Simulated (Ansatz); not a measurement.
## CH3F2ISi: molecular dynamics (part 2 of 2)

CH3F2ISi; RKS BLYP/def2-SVP (Ansatz 0.2.0). The geometry comes from this level: PBE0-D4/def2-TZVP.

Geometry of the input (Å):
```
C  -0.7150  -0.4331  0.5996
Si 0.6232  0.1823  -0.4962
F  2.0428  -0.2258  0.0777
F  0.5144  -0.4801  -1.9316
I  0.5927  2.5846  -0.7771
H  -0.6505  -1.5209  0.6856
H  -0.6234  0.0053  1.5948
H  -1.6922  -0.1692  0.1916
```

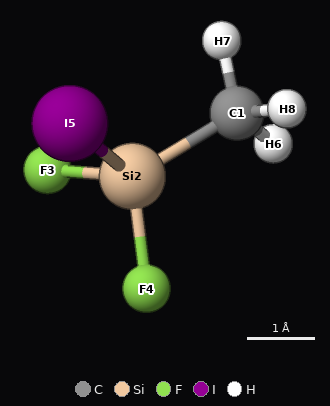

*The geometry at step 20 of the log (ball-and-stick view, seen at a tilt; atoms are numbered from 1 in the order of the input).*

**Trajectory as extended XYZ, continued**
```
8
Properties=species:S:1:pos:R:3:forces:R:3 step=9 time_fs=9.0 energy=-22492.26481 temperature=372.6
C    -0.7951   -0.3967    0.6319    2.3156  -1.3034   0.5877
Si    0.5875    0.1878   -0.5192    1.1495  -0.0424   2.4443
F     2.1091   -0.1946    0.0616   -1.0811   0.0874  -0.1801
F     0.5452   -0.4892   -1.9412   -0.2801  -0.9451  -1.8661
I     0.5939    2.5763   -0.7724   -0.0823   0.9346  -0.1452
H    -0.7079   -1.5272    0.7344   -0.3208   0.7346  -0.3104
H    -0.5592   -0.0258    1.6631   -0.4715   0.2222  -0.4314
H    -1.7347   -0.0934    0.2192   -1.2292   0.3122  -0.0989
8
Properties=species:S:1:pos:R:3:forces:R:3 step=10 time_fs=10.0 energy=-22492.31742 temperature=437.0
C    -0.7987   -0.3958    0.6370    1.6801  -0.7511  -0.1891
Si    0.5847    0.1890   -0.5173    1.2397  -0.2304   2.1072
F     2.1154   -0.1912    0.0599   -1.2492   0.1090  -0.2162
F     0.5479   -0.4931   -1.9482   -0.2771  -0.7741  -1.4751
I     0.5940    2.5757   -0.7719   -0.0852   0.9466  -0.1457
H    -0.7308   -1.5064    0.7218   -0.2198   0.1367  -0.1666
H    -0.5790   -0.0153    1.6464   -0.2516   0.3286   0.1548
H    -1.7551   -0.0855    0.2415   -0.8370   0.2347  -0.0692
8
Properties=species:S:1:pos:R:3:forces:R:3 step=11 time_fs=11.0 energy=-22492.33517 temperature=459.8
C    -0.8009   -0.3955    0.6418    0.7637   0.0390  -1.0295
Si    0.5823    0.1901   -0.5147    1.3057  -0.4163   1.7154
F     2.1211   -0.1878    0.0580   -1.3860   0.1226  -0.2401
F     0.5505   -0.4974   -1.9560   -0.2752  -0.5879  -1.0518
I     0.5941    2.5752   -0.7714   -0.0876   0.9546  -0.1448
H    -0.7558   -1.4844    0.7077   -0.1196  -0.6065  -0.0108
H    -0.6011   -0.0016    1.6311   -0.0311   0.4242   0.7311
H    -1.7834   -0.0753    0.2631   -0.1699   0.0702   0.0305
8
Properties=species:S:1:pos:R:3:forces:R:3 step=12 time_fs=12.0 energy=-22492.31468 temperature=436.9
C    -0.8026   -0.3952    0.6459   -0.0677   0.8012  -1.5490
Si    0.5803    0.1911   -0.5115    1.3528  -0.5950   1.2942
F     2.1261   -0.1843    0.0561   -1.4936   0.1290  -0.2527
F     0.5530   -0.5020   -1.9643   -0.2742  -0.3961  -0.6178
I     0.5942    2.5748   -0.7710   -0.0898   0.9586  -0.1429
H    -0.7819   -1.4682    0.6934   -0.0427  -1.2165   0.1306
H    -0.6235    0.0162    1.6228    0.1314   0.4126   1.0461
H    -1.8134   -0.0644    0.2850    0.4839  -0.0938   0.0916
8
Properties=species:S:1:pos:R:3:forces:R:3 step=13 time_fs=13.0 energy=-22492.29078 temperature=407.9
C    -0.8043   -0.3942    0.6487   -0.6151   1.2253  -1.5369
Si    0.5788    0.1918   -0.5079    1.3841  -0.7626   0.8663
F     2.1304   -0.1807    0.0540   -1.5734   0.1285  -0.2548
F     0.5553   -0.5068   -1.9729   -0.2743  -0.2067  -0.1914
I     0.5943    2.5744   -0.7705   -0.0922   0.9589  -0.1405
H    -0.8085   -1.4635    0.6803    0.0130  -1.3669   0.2421
H    -0.6447    0.0379    1.6246    0.2150   0.2245   0.9473
H    -1.8387   -0.0545    0.3078    0.9430  -0.2009   0.0678
8
Properties=species:S:1:pos:R:3:forces:R:3 step=14 time_fs=14.0 energy=-22492.28051 temperature=393.1
C    -0.8065   -0.3922    0.6503   -0.8721   1.1629  -1.0847
Si    0.5778    0.1924   -0.5039    1.3993  -0.9158   0.4511
F     2.1339   -0.1771    0.0517   -1.6260   0.1214  -0.2473
F     0.5574   -0.5117   -1.9816   -0.2752  -0.0264   0.2134
I     0.5944    2.5741   -0.7701   -0.0951   0.9555  -0.1380
H    -0.8349   -1.4720    0.6696    0.0748  -0.9577   0.3253
H    -0.6639    0.0617    1.6354    0.2478  -0.1077   0.5166
H    -1.8551   -0.0464    0.3313    1.1465  -0.2322  -0.0363
8
Properties=species:S:1:pos:R:3:forces:R:3 step=15 time_fs=15.0 energy=-22492.26492 temperature=371.9
C    -0.8094   -0.3893    0.6510   -0.8898   0.7342  -0.4504
Si    0.5773    0.1926   -0.4998    1.3954  -1.0517   0.0626
F     2.1365   -0.1734    0.0494   -1.6513   0.1078  -0.2309
F     0.5595   -0.5167   -1.9902   -0.2769   0.1401   0.5867
I     0.5945    2.5739   -0.7697   -0.0987   0.9484  -0.1356
H    -0.8606   -1.4897    0.6620    0.1613  -0.2202   0.3851
H    -0.6806    0.0846    1.6511    0.2704  -0.4723  -0.0170
H    -1.8604   -0.0406    0.3544    1.0895  -0.1863  -0.2005
8
Properties=species:S:1:pos:R:3:forces:R:3 step=16 time_fs=16.0 energy=-22492.22769 temperature=325.0
C    -0.8130   -0.3858    0.6514   -0.6875   0.1722   0.1486
Si    0.5772    0.1924   -0.4957    1.3683  -1.1671  -0.2911
F     2.1383   -0.1697    0.0469   -1.6486   0.0877  -0.2061
F     0.5613   -0.5215   -1.9985   -0.2790   0.2898   0.9226
I     0.5946    2.5737   -0.7693   -0.1029   0.9373  -0.1331
H    -0.8848   -1.5094    0.6581    0.2618   0.5116   0.4201
H    -0.6948    0.1029    1.6667    0.3032  -0.7648  -0.4561
H    -1.8554   -0.0366    0.3756    0.7847  -0.0666  -0.4049
8
Properties=species:S:1:pos:R:3:forces:R:3 step=17 time_fs=17.0 energy=-22492.17767 temperature=262.6
C    -0.8172   -0.3822    0.6518   -0.2819  -0.3559   0.5982
Si    0.5776    0.1919   -0.4917    1.3139  -1.2589  -0.6070
F     2.1392   -0.1659    0.0443   -1.6168   0.0610  -0.1730
F     0.5631   -0.5263   -2.0064   -0.2811   0.4207   1.2178
I     0.5946    2.5736   -0.7689   -0.1076   0.9218  -0.1306
H    -0.9065   -1.5243    0.6582    0.3521   1.0261   0.4274
H    -0.7061    0.1139    1.6780    0.3459  -0.9310  -0.7050
H    -1.8428   -0.0332    0.3930    0.2755   0.1161  -0.6278
8
Properties=species:S:1:pos:R:3:forces:R:3 step=18 time_fs=18.0 energy=-22492.13742 temperature=212.7
C    -0.8216   -0.3789    0.6528    0.2328  -0.7580   0.8404
Si    0.5785    0.1909   -0.4879    1.2304  -1.3243  -0.8858
F     2.1394   -0.1620    0.0416   -1.5546   0.0278  -0.1321
F     0.5647   -0.5308   -2.0136   -0.2829   0.5322   1.4715
I     0.5947    2.5736   -0.7685   -0.1125   0.9018  -0.1279
H    -0.9248   -1.5294    0.6623    0.4120   1.2499   0.4072
H    -0.7141    0.1160    1.6825    0.3902  -0.9559  -0.7392
H    -1.8276   -0.0286    0.4043   -0.3155   0.3265  -0.8340
8
Properties=species:S:1:pos:R:3:forces:R:3 step=19 time_fs=19.0 energy=-22492.12792 temperature=201.1
C    -0.8258   -0.3761    0.6544    0.6507  -0.9478   0.8233
Si    0.5798    0.1894   -0.4843    1.1189  -1.3622  -1.1297
F     2.1387   -0.1582    0.0389   -1.4609  -0.0116  -0.0839
F     0.5662   -0.5350   -2.0201   -0.2841   0.6245   1.6839
I     0.5947    2.5737   -0.7681   -0.1175   0.8773  -0.1251
H    -0.9392   -1.5225    0.6704    0.4288   1.1700   0.3618
H    -0.7183    0.1090    1.6799    0.4276  -0.8411  -0.5625
H    -1.8153   -0.0210    0.4077   -0.7636   0.4909  -0.9677
8
Properties=species:S:1:pos:R:3:forces:R:3 step=20 time_fs=20.0 energy=-22492.15389 temperature=232.8
C    -0.8295   -0.3741    0.6567    0.7555  -0.8272   0.5049
Si    0.5814    0.1875   -0.4812    0.9823  -1.3734  -1.3407
F     2.1373   -0.1543    0.0361   -1.3354  -0.0567  -0.0293
F     0.5675   -0.5389   -2.0257   -0.2846   0.6983   1.8565
I     0.5948    2.5738   -0.7678   -0.1226   0.8481  -0.1220
H    -0.9495   -1.5043    0.6820    0.3937   0.7853   0.2950
H    -0.7185    0.0939    1.6719    0.4528  -0.5981  -0.1967
H    -1.8104   -0.0087    0.4018   -0.8417   0.5237  -0.9678
8
Properties=species:S:1:pos:R:3:forces:R:3 step=21 time_fs=21.0 energy=-22492.19067 temperature=277.2
C    -0.8326   -0.3728    0.6594    0.5109  -0.3537  -0.0821
Si    0.5834    0.1851   -0.4785    0.8232  -1.3604  -1.5197
F     2.1352   -0.1505    0.0333   -1.1793  -0.1067   0.0312
F     0.5687   -0.5425   -2.0304   -0.2846   0.7546   1.9910
I     0.5948    2.5740   -0.7674   -0.1278   0.8143  -0.1188
H    -0.9560   -1.4787    0.6963    0.3030   0.1213   0.2127
H    -0.7143    0.0730    1.6621    0.4614  -0.2615   0.2935
H    -1.8136    0.0087    0.3866   -0.5067   0.3920  -0.8077
8
Properties=species:S:1:pos:R:3:forces:R:3 step=22 time_fs=22.0 energy=-22492.20235 temperature=292.4
C    -0.8353   -0.3718    0.6620    0.1009   0.3699  -0.7648
Si    0.5857    0.1823   -0.4764    0.6431  -1.3263  -1.6667
F     2.1326   -0.1468    0.0305   -0.9954  -0.1611   0.0968
F     0.5697   -0.5457   -2.0341   -0.2837   0.7944   2.0891
I     0.5948    2.5743   -0.7670   -0.1334   0.7765  -0.1155
H    -0.9597   -1.4519    0.7128    0.1687  -0.6941   0.1227
H    -0.7057    0.0497    1.6550    0.4454   0.0928   0.7602
H    -1.8216    0.0298    0.3637    0.0544   0.1480  -0.5218
8
Properties=species:S:1:pos:R:3:forces:R:3 step=23 time_fs=23.0 energy=-22492.18695 temperature=276.0
C    -0.8379   -0.3704    0.6641   -0.2431   1.0584  -1.2588
Si    0.5883    0.1789   -0.4748    0.4441  -1.2732  -1.7821
F     2.1294   -0.1431    0.0277   -0.7875  -0.2193   0.1672
F     0.5706   -0.5485   -2.0367   -0.2818   0.8186   2.1524
I     0.5948    2.5746   -0.7667   -0.1392   0.7355  -0.1126
H    -0.9617   -1.4317    0.7304    0.0302  -1.3631   0.0276
H    -0.6929    0.0272    1.6553    0.3868   0.3597   0.9902
H    -1.8291    0.0524    0.3358    0.5905  -0.1166  -0.1839
8
Properties=species:S:1:pos:R:3:forces:R:3 step=24 time_fs=24.0 energy=-22492.17881 temperature=267.3
C    -0.8407   -0.3683    0.6651   -0.3898   1.3478  -1.3299
Si    0.5909    0.1752   -0.4738    0.2299  -1.2016  -1.8669
F     2.1258   -0.1395    0.0251   -0.5603  -0.2805   0.2415
F     0.5713   -0.5508   -2.0383   -0.2785   0.8274   2.1817
I     0.5948    2.5749   -0.7664   -0.1449   0.6928  -0.1104
H    -0.9634   -1.4245    0.7483   -0.0600  -1.5280  -0.0835
H    -0.6763    0.0081    1.6650    0.2660   0.4690   0.8345
H    -1.8309    0.0739    0.3061    0.9376  -0.3270   0.1331
8
Properties=species:S:1:pos:R:3:forces:R:3 step=25 time_fs=25.0 energy=-22492.19310 temperature=283.8
C    -0.8438   -0.3650    0.6650   -0.3014   1.0698  -0.9648
Si    0.5937    0.1710   -0.4735    0.0059  -1.1115  -1.9211
F     2.1219   -0.1361    0.0225   -0.3186  -0.3437   0.3186
F     0.5719   -0.5528   -2.0387   -0.2742   0.8211   2.1776
I     0.5948    2.5754   -0.7660   -0.1505   0.6495  -0.1091
H    -0.9657   -1.4320    0.7654   -0.0793  -1.0831  -0.2226
H    -0.6571   -0.0065    1.6827    0.0840   0.4397   0.3447
H    -1.8238    0.0922    0.2776    1.0341  -0.4417   0.3767
8
Properties=species:S:1:pos:R:3:forces:R:3 step=26 time_fs=26.0 energy=-22492.20428 temperature=296.8
C    -0.8472   -0.3609    0.6642    0.0220   0.3868  -0.3552
Si    0.5964    0.1665   -0.4738   -0.2226  -1.0040  -1.9436
F     2.1179   -0.1328    0.0202   -0.0679  -0.4074   0.3971
F     0.5724   -0.5543   -2.0380   -0.2692   0.7994   2.1404
I     0.5948    2.5758   -0.7657   -0.1560   0.6060  -0.1086
H    -0.9688   -1.4498    0.7804   -0.0534  -0.2896  -0.3766
H    -0.6372   -0.0168    1.7037   -0.1271   0.3505  -0.2677
H    -1.8067    0.1064    0.2527    0.8742  -0.4417   0.5142
8
Properties=species:S:1:pos:R:3:forces:R:3 step=27 time_fs=27.0 energy=-22492.18903 temperature=278.4
C    -0.8505   -0.3564    0.6631    0.5539  -0.4132   0.2732
Si    0.5991    0.1615   -0.4748   -0.4501  -0.8796  -1.9321
F     2.1138   -0.1297    0.0180    0.1858  -0.4697   0.4749
F     0.5727   -0.5554   -2.0363   -0.2644   0.7621   2.0697
I     0.5947    2.5764   -0.7654   -0.1612   0.5620  -0.1086
H    -0.9724   -1.4705    0.7918   -0.0216   0.4886  -0.5124
H    -0.6184   -0.0239    1.7222   -0.3230   0.2717  -0.7912
H    -1.7813    0.1163    0.2328    0.4807  -0.3219   0.5264
8
Properties=species:S:1:pos:R:3:forces:R:3 step=28 time_fs=28.0 energy=-22492.15459 temperature=236.7
C    -0.8534   -0.3523    0.6622    1.2160  -1.1276   0.7681
Si    0.6016    0.1563   -0.4765   -0.6707  -0.7378  -1.8846
F     2.1098   -0.1269    0.0160    0.4353  -0.5289   0.5499
F     0.5729   -0.5562   -2.0335   -0.2603   0.7085   1.9649
I     0.5947    2.5769   -0.7651   -0.1661   0.5175  -0.1087
H    -0.9762   -1.4865    0.7983   -0.0064   1.0307  -0.6031
H    -0.6027   -0.0283    1.7331   -0.4678   0.2367  -1.1040
H    -1.7512    0.1231    0.2178   -0.0801  -0.0992   0.4175
8
Properties=species:S:1:pos:R:3:forces:R:3 step=29 time_fs=29.0 energy=-22492.12750 temperature=204.3
C    -0.8553   -0.3491    0.6619    1.8475  -1.6320   1.0192
Si    0.6039    0.1509   -0.4788   -0.8781  -0.5773  -1.7986
F     2.1060   -0.1243    0.0144    0.6722  -0.5830   0.6193
F     0.5730   -0.5566   -2.0296   -0.2574   0.6380   1.8246
I     0.5946    2.5775   -0.7648   -0.1702   0.4722  -0.1088
H    -0.9800   -1.4926    0.7990   -0.0131   1.2643  -0.6366
H    -0.5915   -0.0305    1.7334   -0.5385   0.2540  -1.1578
H    -1.7219    0.1290    0.2069   -0.6626   0.1639   0.2388
8
Properties=species:S:1:pos:R:3:forces:R:3 step=30 time_fs=30.0 energy=-22492.13291 temperature=212.0
C    -0.8558   -0.3472    0.6624    2.2215  -1.8018   0.9017
Si    0.6059    0.1452   -0.4817   -1.0648  -0.3966  -1.6709
F     2.1026   -0.1221    0.0130    0.8870  -0.6306   0.6802
F     0.5729   -0.5566   -2.0249   -0.2563   0.5496   1.6473
I     0.5945    2.5782   -0.7645   -0.1730   0.4262  -0.1089
H    -0.9840   -1.4866    0.7936   -0.0418   1.1763  -0.6100
H    -0.5854   -0.0302    1.7227   -0.5214   0.3239  -0.9375
H    -1.6989    0.1365    0.1982   -1.0513   0.3530   0.0982
```

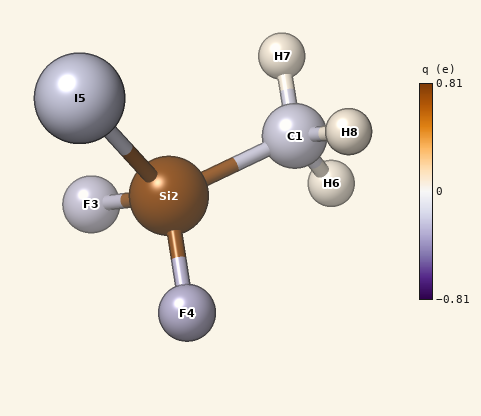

*Mulliken charges, as the colour of each atom (ball-and-stick view, seen at a tilt; atoms are numbered from 1 in the order of the input).*

By element: C −0.23, Si +0.77, F −0.30 to −0.26, I −0.20 and H +0.07 e.
